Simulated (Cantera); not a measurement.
Input: 1 mol SiH2Cl2, 13 mol N2, equilibrated at 13.3 mbar.

Equilibrium computed with Cantera from the NASA thermochemical tables; the gas is ideal and each condensed phase is pure. Candidate condensed phases: NH4Cl, Si, Si3N4; 28 gas species. N2 is the only nitrogen source here; it is nearly inert below about 1500 K, so the nitride shown seldom forms there in practice. The tables' values for SiCl3 are old estimates; treat these amounts as uncertain. Rates play no part.

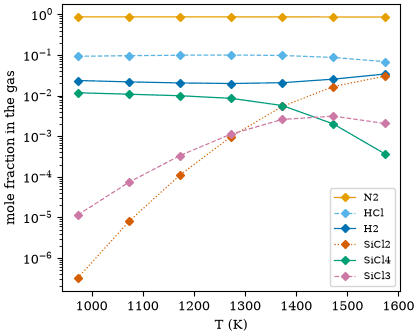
Fig. 1. Equilibrium gas composition (values under 1e-9 drawn at 1e-9)

From 973 K to 1573 K the condensed part is Si3N4(s). The main Si-bearing gas is SiCl4 at 973 K and SiCl2 at 1573 K. The share of Si in condensed phases is highest at 1173 K (85.1 %) and lowest at 1573 K (52.4 %).
